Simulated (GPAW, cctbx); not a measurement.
# Y2Tl: deformation density and structure factors from DFT

Question: by how much does bonding change the X-ray structure factors of Y2Tl, and what does a routine refinement make of it?

The start was made by putting kin elements into a known structure type; the compound need not exist, or be stable, in this form. All numbers below are calculated.

**1. Find the equilibrium geometry**

The density hangs on the geometry, so cell and atoms are relaxed first, with the symmetry held. The cutoff is set higher than for the density because stress converges slowly with plane waves.

Settings: GPAW 26.7.0, PBE, 570 eV, 6×4×4 k-points (along the axes of the calculation cell), Fermi–Dirac width 0.1 eV, BFGS to 0.03 eV/Å.

```text
cell
1.0
     0.000000000    0.000000000    3.379000000
     5.771000000    0.000000000    0.000000000
    -2.885500000    4.997832605    0.000000000
Tl Y
1 2
Direct
0.000000000 0.000000000 0.000000000
0.500000000 0.333333333 0.666666667
0.500000000 0.666666667 0.333333333
```

```console
$ OMP_NUM_THREADS=1 mpirun -n 4 gpaw python run.py > gpaw.log
```

```text
BFGS:    0      -11.591127        0.994691
BFGS:    1      -11.623745        0.931557
BFGS:    2      -11.810336        0.133197
BFGS:    3      -11.811687        0.178168
BFGS:    4      -11.812233        0.161493
BFGS:    5      -11.815005        0.008703
cell  3.2915 5.4188 5.4188  120.00 90.00 90.00
volume 83.702 A^3, largest force 0.000 eV/A, largest stress 0.05 GPa
```

The cell moved far, while the k-mesh and basis were chosen for the start, so the final shape may be somewhat biased.

After 5 steps the volume has changed by -14.1 % and the energy by -0.224 eV; the largest stress left is 0.05 GPa. It took 34 s on 4 cores of Arm Neoverse V1 (shared host), peak memory 0.85 GiB.

Relaxed structure: P6/mmm (no. 191), a = 5.4188 Å, b = 5.4188 Å, c = 3.2915 Å, α = 90.00°, β = 90.00°, γ = 120.00°.

```csv
atom,mult.,x,y,z
Tl1,1,0,0,0
Y1,2,1/3,2/3,1/2
```

**2. The all-electron density**

X-rays see the whole electron density, so the PAW density is rebuilt with its core regions. Subtracting spherical free atoms from the same code cancels the cores and leaves the deformation density Δρ, the part due to bonding.

Settings: PBE, 450 eV, 7×5×5 k-points (along the axes of the calculation cell), Fermi–Dirac width 0.1 eV; primitive cell of 3 atoms.

```console
$ OMP_NUM_THREADS=1 mpirun -n 4 gpaw python run.py > gpaw.log
```

```text
|iter:   1|       0s |  -12.020576 | -0.26 |       |
|iter:   2|       0s |  -11.951775 | -2.29 | -1.41 |
|iter:   3|       1s |  -11.690623 | -1.50 | -1.44 |
...
|iter:   7|       3s |  -11.689071c| -5.61 | -3.57 |
|iter:   8|       3s |  -11.689068c| -6.63 | -4.19c|
|iter:   9|       4s |  -11.689068c| -7.50c| -4.68c|
```

```text
grid (36, 54, 54)  electrons 159.000  moved by bonding 0.487 e
deformation density beyond 0.5 A of the nuclei: max 0.035, min -0.058 e/A^3
atom        x       y       z   Voronoi charge  moment
Tl1    0.0000  0.0000  0.0000     -0.050       0.00
Y 2    0.5000  0.3333  0.6667      0.025       0.00
Y 3    0.5000  0.6667  0.3333      0.025       0.00
mean inner potential of superposed free atoms 21.001 V
total magnetic moment 0.000 muB
```

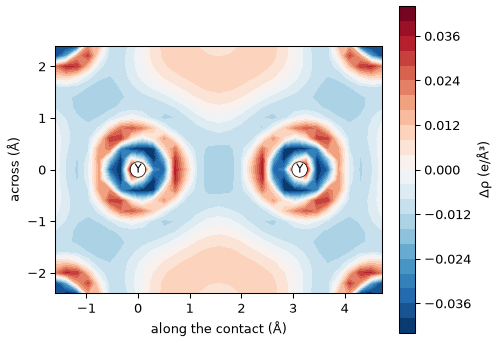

Deformation density in a plane through the shortest contact of the Y atom at the origin; red gains electrons, blue loses them.

Tl gains most (-0.05 e) and Y loses most (+0.03 e), as electronegativity suggests. Along the shortest contact from the Y atom at the map's origin, Y–Y at 3.13 Å, Δρ is -0.02 e/Å³ at the midpoint and highest, +0.04, 0.77 Å from Y (points within 0.5 Å of a nucleus left out): little piles up between the atoms, as is usual in a metallic crystal, which this run finds. At the midpoints of other shortest contacts it is +0.01 (Tl–Tl, 3.29 Å) e/Å³. Point values carry grid noise of about 0.01 e/Å³. The run needed 9 iterations, 9.6 s.

**3. From the density to structure factors**

The Fourier components of Δρ, added to those of the free atoms, give the static X-ray structure factors; the Mott–Bethe relation turns them into the Fourier components V of the potential that fast electrons feel.

```text
static structure factors of the conventional cell: F in electrons, V (Mott-Bethe) in volts
   h  k  l      d  |F| table  |F| free   |F| DFT   change   |V| free  |V| DFT  change %
   1  0  0  4.6928    41.272    41.185    41.119   -0.067     0.982    1.063      8.2
   0  0  1  3.2915     7.164     7.096     7.256    0.159     2.430    2.525      3.9
   1  1  0  2.7094   132.741   132.699   132.468   -0.231    10.573   10.666      0.9
   1  0  1  2.6947   101.293   101.258   101.106   -0.153     7.453    7.513      0.8
   2  0  0  2.3464    37.692    37.683    37.588   -0.096     1.301    1.330      2.2
   1  1  1  2.0919     7.743     7.747     7.643   -0.104     1.138    1.113     -2.2
   2  0  1  1.9106    91.908    91.866    91.852   -0.013     5.624    5.627      0.0
   2  1  0  1.7737    35.130    35.092    35.053   -0.039     1.190    1.197      0.6
   0  0  2  1.6458   113.364   113.361   113.392    0.032     6.769    6.764     -0.1
   3  0  0  1.5643   111.014   111.024   111.050    0.026     6.429    6.425     -0.1
   2  1  1  1.5614    85.207    85.195    85.219    0.024     4.647    4.644     -0.1
   1  0  2  1.5530    33.701    33.643    33.653    0.010     1.104    1.102     -0.1
   3  0  1  1.4128     8.061     7.966     8.048    0.082     0.543    0.552      1.7
   1  1  2  1.4066   105.955   105.982   105.987    0.005     5.744    5.744     -0.0
```

The largest X-ray change is -0.23 e on 110, 0.2 % of |F|. For electrons V goes as (Z − F)/g², so a change of F counts against Z − F, which is small at low angle and wherever the atoms' terms cancel: |V| of 100 moves by +8.2 % (0.98 to 1.06 V) against -0.2 % in |F|. The last three rows still change by up to 0.08 e; the table stops while the angles are still low. The tabulated Hartree–Fock atoms differ from the free DFT atoms by up to 0.09 e, so the choice of reference atom matters too.

**4. What a spherical-atom refinement makes of it**

Routine crystallography fits spherical atoms. To see the bias, intensities are simulated from tabulated atoms plus the DFT change ΔF, so that bonding alone can misfit (3806 reflections of the full sphere, merged to the counts below, to 0.45 Å, 1 % proportional noise plus counting noise, assumed isotropic U as listed, Δρ smeared by the mean U) and refined with cctbx over different ranges.

```
                    range  data      R1  GooF  U Tl1 (true 0.003)  U Y1 (true 0.004)  largest shift (Å)  Δρ max, min (e/Å³)
                 all data   229  0.0024  1.00              0.0030             0.0040             0.0000         0.36, -0.42
 low resolution, d > 0.84    46  0.0020  1.01              0.0030             0.0039             0.0000         0.10, -0.09
     high order, d < 0.75   166  0.0024  0.96              0.0030             0.0040             0.0000         0.27, -0.38
occupancies free, d > 0.7    71  0.0022  1.06              0.0030             0.0040             0.0000         0.15, -0.19
```

With all data GooF is 1.00, so at this noise the bonding hardly shows; the top residual peak lies 0.61 Å from Tl and 2.68 Å from Tl. No U is off by more than 3 s.u. at low resolution. Symmetry fixes every coordinate, so the shifts are zero by construction. With Tl1 held at 1 and the scale free, the other occupancies refine to Y1 1.001(0.001), within three s.u. of full.

**5. Answer**

Bonding moves 0.49 e in the primitive cell of Y2Tl and changes the structure factors of the conventional cell in the table above by at most 0.23 e (110, 0.2 %), and among reflections above 2 % of the strongest by up to 2.2 % (001). The shortest bond, Y–Y, has Δρ = -0.02 e/Å³ at its midpoint, with no localised bond charge. With all data GooF is 1.00, so at this noise the bonding hardly shows. Limits: static density, frozen cores, no spin–orbit coupling.

[Outputs are excerpts: Python notices, other lines and further rows are left out; steps that failed or that the build refused (PBEsol, TPSS) are not shown.]

[Logs are printed without paths, hosts, clocks, repeated set-up lines and the standing remarks that a program may print on its own settings, such as how far it seeks lower states.]
